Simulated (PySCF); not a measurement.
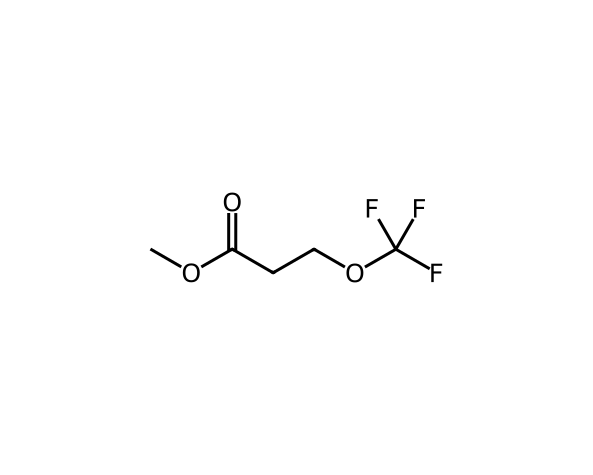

Question: Transcribe the drawing into SMILES.

Answer: COC(=O)CCOC(F)(F)F

Question: What is the molecular formula?

Answer: C5H7F3O3.

Question: An optimisation with GFN2-xTB gave a structure of which point group?

Answer: C1. Other conformers may differ.

More results for the same structure follow; atom numbers are the same in all pictures, views and colours differ. Computed geometry: GFN2-xTB optimisation. No frequency run is at hand to confirm it as a minimum.

## Shape

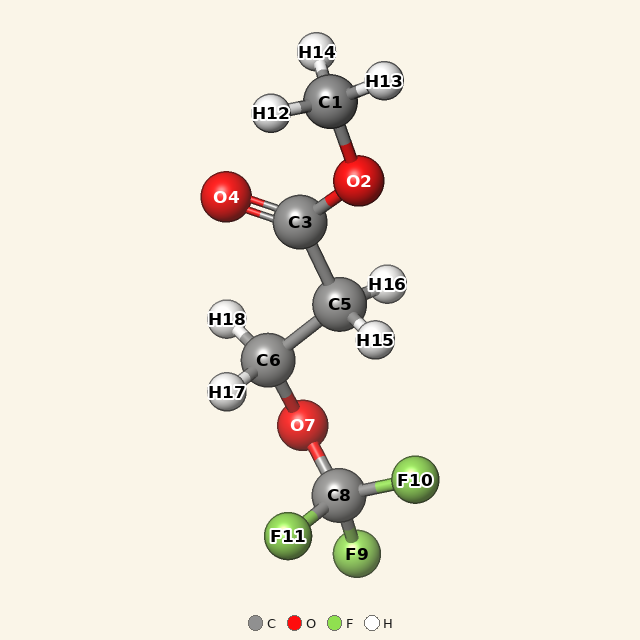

The atoms are numbered. No frequency run is at hand to confirm it as a minimum.

Question: Describe the coordination of atom 5.

Answer: C5 has 4 neighbours (C3 at 1.52, C6 at 1.53, H15 at 1.09, H16 at 1.09 Å); the arrangement is tetrahedral.

Question: How are the neighbours of atom 2 arranged?

Answer: O2 has 2 neighbours (C1 at 1.42, C3 at 1.33 Å); the arrangement is bent.

Question: How are the neighbours of atom 6 arranged?

Answer: C6 has 4 neighbours (C5 at 1.53, O7 at 1.44, H17 at 1.09, H18 at 1.09 Å); the arrangement is tetrahedral.

Question: What is the geometry at O7?

Answer: O7 has 2 neighbours (C6 at 1.44, C8 at 1.32 Å); the arrangement is bent.

Question: What is the dihedral angle O2–C3–C5–C6?

Answer: 169° in size, that is anti.

## Electronic properties

No frequency run is at hand to confirm it as a minimum. Properties computed with PBE0/pcSseg-1, gas phase (PySCF 2.14.0).

Question: What is the LUMO energy (Kohn–Sham orbital)?

Answer: 0.00 eV.

Question: Estimate the HOMO energy (Kohn–Sham orbital).

Answer: −8.50 eV.

Question: What is the dipole moment?

Answer: 3.27 D.

## NMR shielding

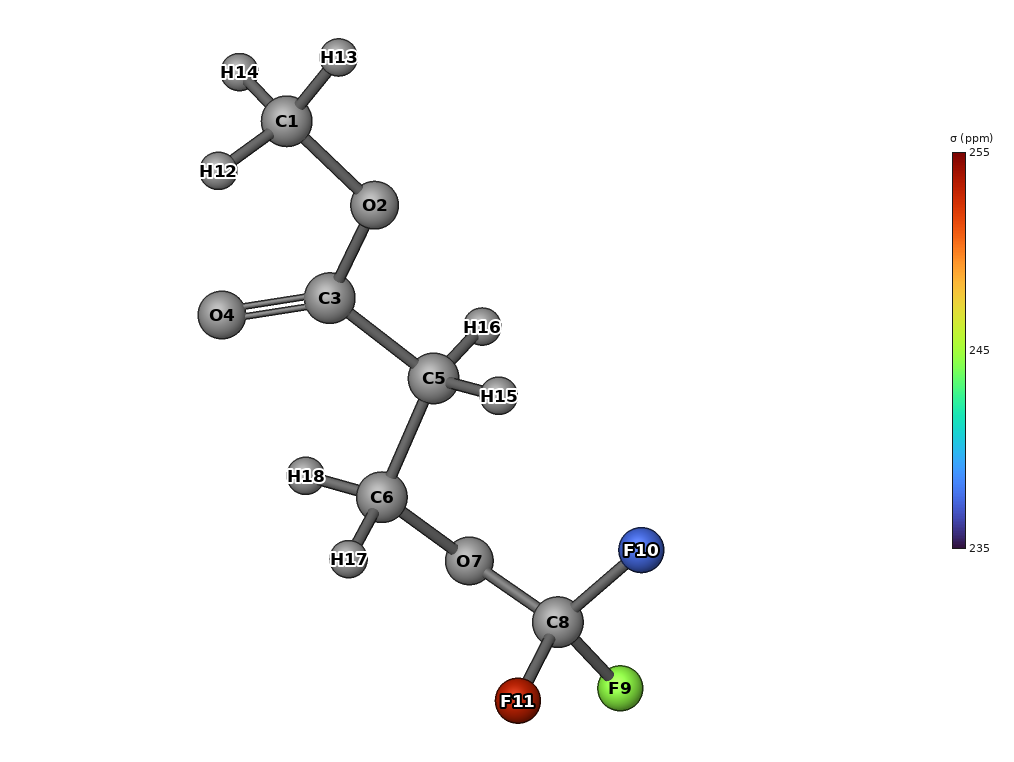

Atoms are coloured by their isotropic NMR shieldings (F only, the others grey). No frequency run is at hand to confirm it as a minimum. Method: GIAO PBE0/pcSseg-1 NMR shielding, non-relativistic, gas phase (PySCF 2.14.0).

Give the isotropic NMR shieldings of the F atoms atom by atom.

```
atom  σ (ppm)
  F9    244.5
 F10    237.5
 F11    253.2
```

## Charges

The questions are on IAO charges. No frequency run is at hand to confirm it as a minimum. Level of theory: PBE0/pcSseg-1, gas phase (PySCF 2.14.0).

List the IAO charges.

```tsv
atom	value (e)
C1	−0.22
O2	−0.34
C3	0.52
O4	−0.47
C5	−0.33
C6	−0.06
O7	−0.35
C8	0.95
F9	−0.27
F10	−0.30
F11	−0.30
H12	0.16
H13	0.17
H14	0.15
H15	0.17
H16	0.18
H17	0.15
H18	0.18
```
